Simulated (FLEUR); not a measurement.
# Magnetic state of FeNi3 (Awaruite) from several starts

Does FeNi3 (Awaruite) prefer parallel or opposed moments?

Main program and level: FLEUR MaX-R8.1; PBE; all-electron FLAPW, Dirac cores, scalar-relativistic bands.

## Step 1: The starting structure

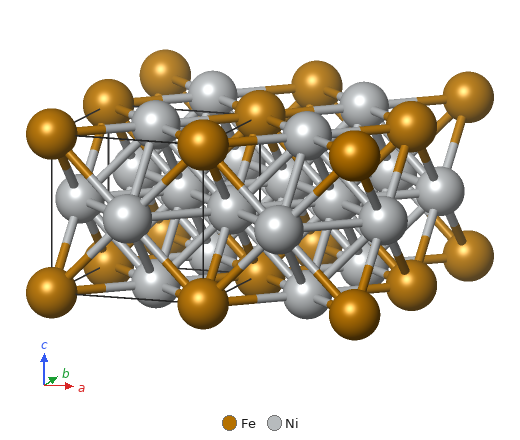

The starting structure, seen slightly off an axis (iron orange, nickel light grey). 2×2×1 cells are drawn. Some periodic images of atoms are drawn too.

## Step 2: Start 1: ferro ++++

The parallel start comes first: it shows whether parallel moments hold.

inpgen writes inp.xml from crystal.txt; cutoffs, mixing, functional, smearing and local orbitals are then set in the file. The k list default-1 (kpts.xml, not shown) is a Γ-centred 8×8×8 mesh; where the ranks do not divide the number of points, some are split in two of half the weight.

The input, inp.xml:

```
<?xml version="1.0" encoding="UTF-8" standalone="no"?>
<fleurInput fleurInputVersion="0.39">
   <comment>
      FeNi3
   </comment>
   <calculationSetup>
      <cutoffs Kmax="3.6" Gmax="10.8" GmaxXC="10.8" numbands="0"/>
      <scfLoop itmax="90" minDistance="0.00002" maxIterBroyd="15" imix="Anderson" alpha="0.05" precondParam="0.0" spinf="2.0" sdNocoIR="T"/>
      <coreElectrons ctail="T" frcor="F" kcrel="0" coretail_lmax="0"/>
      <xcFunctional name="pbe" relativisticCorrections="F"/>
      <magnetism jspins="2"/>
      <soc l_soc="F" theta="0.0" phi="0.0" spav="F"/>
      <expertModes spex="0" secvar="F"/>
      <geometryOptimization l_f="F" forcealpha="1.0" forcemix="BFGS" epsdisp="0.00001" epsforce="0.00001"/>
      <ldaU l_linMix="F" mixParam="0.05" spinf="1.0"/>
   </calculationSetup>
   <cell>
      <bzIntegration valenceElectrons="70.0" mode="hist" fermiSmearingEnergy="0.00110248">
         <kPointListSelection listName="default-1"/>
         <xi:include xmlns:xi="http://www.w3.org/2001/XInclude" href="kpts.xml"> </xi:include>
      </bzIntegration>
      <xi:include xmlns:xi="http://www.w3.org/2001/XInclude" href="sym.xml"> </xi:include>
      <bulkLattice scale="1.0">
         <bravaisMatrix>
            <row-1>    6.6990791117069994     0.0000000000000000     0.0000000000000000</row-1>
            <row-2>    0.0000000000000000     6.6990791117069994     0.0000000000000000</row-2>
            <row-3>    0.0000000000000000     0.0000000000000000     6.6990791117069994</row-3>
         </bravaisMatrix>
      </bulkLattice>
   </cell>
   <atomSpecies>
      <species name="Iron (Fe) 2.800" element="Fe" atomicNumber="26">
         <mtSphere radius="2.31" gridPoints="763" logIncrement="0.016"/>
         <atomicCutoffs lmax="8" lnonsphr="6"/>
         <electronConfig flipSpins="F">
            <coreConfig>(1s1/2) (2s1/2) (2p1/2) (2p3/2)</coreConfig>
            <valenceConfig>(3s1/2) (3p1/2) (3p3/2) (4s1/2) (3d3/2) (3d5/2)</valenceConfig>
            <stateOccupation state="(3d3/2)" spinUp="1.4" spinDown="1.0"/>
            <stateOccupation state="(3d5/2)" spinUp="3.0" spinDown="0.6"/>
         </electronConfig>
         <energyParameters s="4" p="4" d="3" f="4"/>
         <lo type="SCLO" l="0" n="3" eDeriv="0"/>
         <lo type="SCLO" l="1" n="3" eDeriv="0"/>
      </species>
      <species name="Nickel (Ni1.001" element="Ni" atomicNumber="28">
         <mtSphere radius="2.31" gridPoints="763" logIncrement="0.016"/>
         <atomicCutoffs lmax="8" lnonsphr="6"/>
         <electronConfig flipSpins="F">
            <coreConfig>(1s1/2) (2s1/2) (2p1/2) (2p3/2)</coreConfig>
            <valenceConfig>(3s1/2) (3p1/2) (3p3/2) (4s1/2) (3d3/2) (3d5/2)</valenceConfig>
            <stateOccupation state="(3d3/2)" spinUp="1.6" spinDown="1.6"/>
            <stateOccupation state="(3d5/2)" spinUp="2.9005" spinDown="1.8995"/>
         </electronConfig>
         <energyParameters s="4" p="4" d="3" f="4"/>
         <lo type="SCLO" l="0" n="3" eDeriv="0"/>
         <lo type="SCLO" l="1" n="3" eDeriv="0"/>
      </species>
   </atomSpecies>
   <atomGroups>
      <atomGroup species="Iron (Fe) 2.800">
         <relPos label="                   1">.0000000000 .0000000000 .0000000000</relPos>
         <force calculate="T" relaxXYZ="TTT"/>
      </atomGroup>
      <atomGroup species="Nickel (Ni1.001">
         <relPos label="                   2">.0000000000 1.000/2.000 1.000/2.000</relPos>
         <relPos label="                   3">1.000/2.000 .0000000000 1.000/2.000</relPos>
         <relPos label="                   4">1.000/2.000 1.000/2.000 .0000000000</relPos>
         <force calculate="T" relaxXYZ="TTT"/>
      </atomGroup>
   </atomGroups>
   <output dos="F" band="F" slice="F">
      <bandDOS minEnergy="-.5*Htr" maxEnergy="0.5*Htr" sigma="0.015" storeEVData="T"/>
      <plotting iplot="0" polar="F">
         <plot TwoD="T" vec1="  1.0  0.0  0.0" vec2="  0.0  1.0  0.0" vec3="  0.0  0.0  1.0" zero="  0.0  0.0  0.0" file="plot"/>
      </plotting>
      <moessbauerParams electricFieldGradient="F" isomerShift="F" coreHyperfine="F" valenceHyperfine="F"/>
   </output>
</fleurInput>
```

The input, crystal.txt:

```
FeNi3
&input film=F cartesian=F /
3.54500000000  0.00000000000  0.00000000000
0.00000000000  3.54500000000  0.00000000000
0.00000000000  0.00000000000  3.54500000000
1.8897261246
1.0 1.0 1.0

4
26 0.00000000000  0.00000000000  0.00000000000 : 2.800
28 0.00000000000  0.50000000000  0.50000000000 : 1.001
28 0.50000000000  0.00000000000  0.50000000000 : 1.001
28 0.50000000000  0.50000000000  0.00000000000 : 1.001

&kpt div1=8 div2=8 div3=8 gamma=T /
```

Started as:

```
> OMP_NUM_THREADS=1 inpgen -f crystal.txt > inpgen.log  # inp.xml is then edited as shown
> OMP_NUM_THREADS=1 mpirun -n 2 fleur_MPI > fleur.log
```

What it wrote:

```text
Welcome to FLEUR        (www.flapw.de)
      MaX-Release 8.1          (www.max-centre.eu)

 ========== k-point set info ==========
 Selected k-point list: default-1
 k-point list type: mesh
 0 x 0 x 0
 Number of k points: 36

 ------------Calculation Setup---------------------------
 Number of MPI-tasks      :            2
 Number of PE/node        :            2
 Number of OMP-threads    :            1
 k-points in parallel     :            2
 pe's per k-point         :            1
 No of k-point loops      :           18
 Eigenvalue solver        :       lapack
 Number of basis functions:          275
 Approximate size of matrices (H+S) per k-point:         0.001 GB
 --------------------------------------------------------
 Iteration:     1   Distance:      22.35933134 me/bohr^3
 Iteration:     2   Distance:      10.25076726 me/bohr^3
 Iteration:     3   Distance:       7.36535256 me/bohr^3
 Iteration:     4   Distance:       8.95411062 me/bohr^3
 Iteration:     5   Distance:       5.25237690 me/bohr^3
 Iteration:     6   Distance:       1.14247582 me/bohr^3
 Iteration:     7   Distance:       1.91679976 me/bohr^3
 Iteration:     8   Distance:       1.00850323 me/bohr^3
 Iteration:     9   Distance:       0.65811784 me/bohr^3
 Iteration:    10   Distance:       0.07340843 me/bohr^3
 Iteration:    11   Distance:       0.07354585 me/bohr^3
 Iteration:    12   Distance:       0.03702455 me/bohr^3
 Iteration:    13   Distance:       0.02795536 me/bohr^3
 Iteration:    14   Distance:       0.01843802 me/bohr^3
 Iteration:    15   Distance:       0.01299657 me/bohr^3
 Iteration:    16   Distance:       0.00930953 me/bohr^3
 Iteration:    17   Distance:       0.00886524 me/bohr^3
 Iteration:    18   Distance:       0.00299322 me/bohr^3
 Iteration:    19   Distance:       0.00171514 me/bohr^3
 Iteration:    20   Distance:       0.00052400 me/bohr^3
 Iteration:    21   Distance:       0.00052094 me/bohr^3
 Iteration:    22   Distance:       0.00045370 me/bohr^3
 Iteration:    23   Distance:       0.00006129 me/bohr^3
 Iteration:    24   Distance:       0.00006501 me/bohr^3
 Iteration:    25   Distance:       0.00001877 me/bohr^3

 ********************************************************************
 Run finished successfully
 Stop message:
   all done
 ********************************************************************

--- out.xml (last complete iteration) ---
<iteration numberForCurrentRun="   25" overallNumber="   25">
         <energyParameters units="Htr">
            <atomicEP atomType="1" spin="1" branch="4s" branchLowest="-2.94" branchHighest="1.79" value="0.1697350851"/>
            <atomicEP atomType="1" spin="1" branch="4p" branchLowest="-1.68" branchHighest="2.36" value="0.3032545825"/>
            <atomicEP atomType="1" spin="1" branch="3d" branchLowest="-9.99" branchHighest="0.34" value="0.2194665401"/>
            <atomicEP atomType="1" spin="1" branch="4f" branchLowest="-9.99" branchHighest="3.43" value="0.6170478118"/>
            <loAtomicEP atomType="1" spin="1" branch="3s" branchLowest="-29.57" branchHighest="-2.94" value="-2.9427817115"/>
            <loAtomicEP atomType="1" spin="1" branch="3p" branchLowest="-25.11" branchHighest="-1.68" value="-1.6947517436"/>
            <atomicEP atomType="2" spin="1" branch="4s" branchLowest="-3.48" branchHighest="1.62" value="0.1932350731"/>
            <atomicEP atomType="2" spin="1" branch="4p" branchLowest="-2.01" branchHighest="2.22" value="0.3361857751"/>
            <atomicEP atomType="2" spin="1" branch="3d" branchLowest="-9.99" branchHighest="0.35" value="0.2524472277"/>
            <atomicEP atomType="2" spin="1" branch="4f" branchLowest="-9.99" branchHighest="3.59" value="0.6579392429"/>
            <loAtomicEP atomType="2" spin="1" branch="3s" branchLowest="-35.46" branchHighest="-3.48" value="-3.4783968753"/>
            <loAtomicEP atomType="2" spin="1" branch="3p" branchLowest="-30.42" branchHighest="-2.01" value="-2.0229912902"/>
            <atomicEP atomType="1" spin="2" branch="4s" branchLowest="-2.81" branchHighest="1.88" value="0.1786977104"/>
            <atomicEP atomType="1" spin="2" branch="4p" branchLowest="-1.55" branchHighest="2.45" value="0.3052710829"/>
            <atomicEP atomType="1" spin="2" branch="3d" branchLowest="-9.99" branchHighest="0.46" value="0.3098821353"/>
            <atomicEP atomType="1" spin="2" branch="4f" branchLowest="-9.99" branchHighest="3.52" value="0.6137947242"/>
            <loAtomicEP atomType="1" spin="2" branch="3s" branchLowest="-29.52" branchHighest="-2.81" value="-2.8185909288"/>
            <loAtomicEP atomType="1" spin="2" branch="3p" branchLowest="-25.07" branchHighest="-1.55" value="-1.5735080171"/>
            <atomicEP atomType="2" spin="2" branch="4s" branchLowest="-3.44" branchHighest="1.64" value="0.1794965138"/>
            <atomicEP atomType="2" spin="2" branch="4p" branchLowest="-1.98" branchHighest="2.23" value="0.3191061707"/>
            <atomicEP atomType="2" spin="2" branch="3d" branchLowest="-9.99" branchHighest="0.38" value="0.2745744949"/>
            <atomicEP atomType="2" spin="2" branch="4f" branchLowest="-9.99" branchHighest="3.60" value="0.6386369036"/>
            <loAtomicEP atomType="2" spin="2" branch="3s" branchLowest="-35.44" branchHighest="-3.44" value="-3.4453165160"/>
            <loAtomicEP atomType="2" spin="2" branch="3p" branchLowest="-30.40" branchHighest="-1.98" value="-1.9908718082"/>
         </energyParameters>
         <bandgap value="0.0144511404" units="eV"/>
         <sumValenceSingleParticleEnergies value="-63.2694693295" units="Htr"/>
         <FermiEnergy value="0.3358672767" units="Htr"/>
         <valenceDensity>
            <mtCharges spin="1">
               <mtCharge atomType="1" total="8.8947920" s="1.2083471" p="3.1919570" d="4.4745347" f="0.0151007"/>
               <mtCharge atomType="2" total="8.9414947" s="1.2251423" p="3.2013921" d="4.4953653" f="0.0145890"/>
            </mtCharges>
            <mtCharges spin="2">
               <mtCharge atomType="1" total="5.9425606" s="1.1927333" p="3.1901975" d="1.5383002" f="0.0164200"/>
               <mtCharge atomType="2" total="8.2660576" s="1.2378388" p="3.2398158" d="3.7708342" f="0.0133780"/>
            </mtCharges>
            <spinDependentCharge spin="1" total="37.4217654" interstitial="1.7024892" mtSpheres="35.7192762"/>
            <spinDependentCharge spin="2" total="32.5782346" interstitial="1.8375012" mtSpheres="30.7407335"/>
            <totalCharge value="70.0000000000"/>
         </valenceDensity>
         <coreStates atomType="     1" atomicNumber=" 26" spin="1" kinEnergy="    574.5813374526" eigValSum="   -361.4896812832" lostElectrons=" 0.000000">
            <state n="1" l="0" j="0.5" energy="-256.5806732404" weight="1.0000000000"/>
            <state n="2" l="0" j="0.5" energy="-29.5734826102" weight="1.0000000000"/>
            <state n="2" l="1" j="0.5" energy="-25.4172307266" weight="1.0000000000"/>
            <state n="2" l="1" j="1.5" energy="-24.9591473530" weight="2.0000000000"/>
         </coreStates>
         <coreStates atomType="     1" atomicNumber=" 26" spin="2" kinEnergy="    575.1417365867" eigValSum="   -361.3106251348" lostElectrons=" 0.000000">
            <state n="1" l="0" j="0.5" energy="-256.5809267992" weight="1.0000000000"/>
            <state n="2" l="0" j="0.5" energy="-29.5186828778" weight="1.0000000000"/>
            <state n="2" l="1" j="0.5" energy="-25.3765275005" weight="1.0000000000"/>
            <state n="2" l="1" j="1.5" energy="-24.9172439787" weight="2.0000000000"/>
         </coreStates>
         <coreStates atomType="     2" atomicNumber=" 28" spin="1" kinEnergy="    677.1676411775" eigValSum="   -427.8409135401" lostElectrons=" 0.000000">
            <state n="1" l="0" j="0.5" energy="-301.1099500821" weight="1.0000000000"/>
            <state n="2" l="0" j="0.5" energy="-35.4615055002" weight="1.0000000000"/>
            <state n="2" l="1" j="0.5" energy="-30.8513984841" weight="1.0000000000"/>
            <state n="2" l="1" j="1.5" energy="-30.2090297368" weight="2.0000000000"/>
         </coreStates>
         <coreStates atomType="     2" atomicNumber=" 28" spin="2" kinEnergy="    677.3321459974" eigValSum="   -427.7869056979" lostElectrons=" 0.000000">
            <state n="1" l="0" j="0.5" energy="-301.1101451411" weight="1.0000000000"/>
            <state n="2" l="0" j="0.5" energy="-35.4447967887" weight="1.0000000000"/>
            <state n="2" l="1" j="0.5" energy="-30.8391780183" weight="1.0000000000"/>
            <state n="2" l="1" j="1.5" energy="-30.1963928749" weight="2.0000000000"/>
         </coreStates>
         <allElectronCharges>
            <spinDependentCharge spin="1" total="57.4217654" interstitial="1.7024892" mtSpheres="55.7192762"/>
            <spinDependentCharge spin="2" total="52.5782346" interstitial="1.8375012" mtSpheres="50.7407335"/>
            <totalCharge value="110.0000000006"/>
         </allElectronCharges>
         <magneticMomentsInMTSpheres units="muBohr">
            <globalMagMoment atomType="1" vec="0.00000   0.00000   2.95223"/>
            <localMagMoment atomType="1" vec="0.00000   0.00000   2.95223"/>
            <globalMagMoment atomType="2" vec="0.00000   0.00000   0.67544"/>
            <localMagMoment atomType="2" vec="0.00000   0.00000   0.67544"/>
         </magneticMomentsInMTSpheres>
         <moessbauerParams unitsHFF="kG" unitsIS="e/bohr^3" unitsEFG="Htr/bohr^2">
         </moessbauerParams>
         <totalEnergy value="    -5835.3111887701" units="Htr">
            <sumOfEigenvalues value="    -3352.9532334614">
               <coreElectrons value="-3289.6837641320"/>
               <valenceElectrons value="-63.2694693295"/>
            </sumOfEigenvalues>
            <densityCoulombPotentialIntegral value="-8957.9880169307"/>
            <densityEffectivePotentialIntegral value="-9278.4904399772"/>
            <chargeDenXCDenIntegral value="-246.7585214106"/>
            <FockExchangeEnergyValence value="0.0000000000"/>
            <FockExchangeEnergyCore value="0.0000000000"/>
            <atomTypeDependentContributions atomType="1">
               <electronNucleiInteractionDifferentMTs value="1519.5923020349"/>
               <MadelungTerm value="-10.4132061766"/>
            </atomTypeDependentContributions>
            <atomTypeDependentContributions atomType="2">
               <electronNucleiInteractionDifferentMTs value="5476.8961851015"/>
               <MadelungTerm value="-28.1941720969"/>
            </atomTypeDependentContributions>
            <tkbTimesEntropy value="0.0003898915"/>
            <freeEnergy value="-5835.3115786616"/>
            <extrapolationTo0K value="-5835.3113837158"/>
         </totalEnergy>
         <densityConvergence units="me/bohr^3">
            <chargeDensity spin="1" distance="0.0000072817"/>
            <chargeDensity spin="2" distance="0.0000119092"/>
            <overallChargeDensity distance="0.0000061129"/>
            <spinDensity distance="0.0000187706"/>
         </densityConvergence>
      </iteration>
```

Elapsed: 44 s, on 2 MPI ranks of Arm Neoverse V1, shared host; peak memory 0.14 GiB.

Spin moment in the muffin-tin sphere by atom:

```
atom  spin moment in the muffin-tin sphere (μB)
 Fe1                                       2.95
 Ni2                                       0.68
 Ni3                                       0.68
 Ni4                                       0.68
```

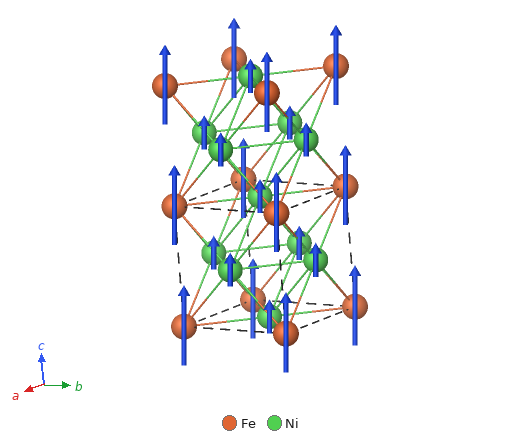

Spin moment in the muffin-tin sphere as arrows, the longest 2.95 μB. Up and down stand for the sign. Arrows give size and sign along the axis of quantisation, drawn up and down the page. Each arrow also spans its atom, so small moments look longer than they are. 1×1×2 cells are drawn. Some periodic images of atoms are drawn too.

Numbers from this step:

```yaml
free_energy: -158786.9172 eV
program_s_band_gap_on_this_mesh_in_a_metal_only_a_level_spacing: 0.01445 eV
magnetization: 4.843 μB
final_state: ferromagnetic
```

After 25 cycles the largest moment stands at 2.95 μB.

(Continued in part 2 of 3.)

[Logs and program files are shortened in this print: banners, set-up blocks, solver, clock and traceback lines can be left out without a mark of their own.]

[Logs are printed without paths, hosts, clocks, repeated set-up lines and the standing remarks that a program may print on its own settings, such as how far it seeks lower states.]

[Hosts, paths, dates, database ids (printed as entryN), source tags and the programs' standing remarks are cut or masked in the printed files.]

[Where a cell is said to come from a database of computed structures, the database is the Materials Project.]
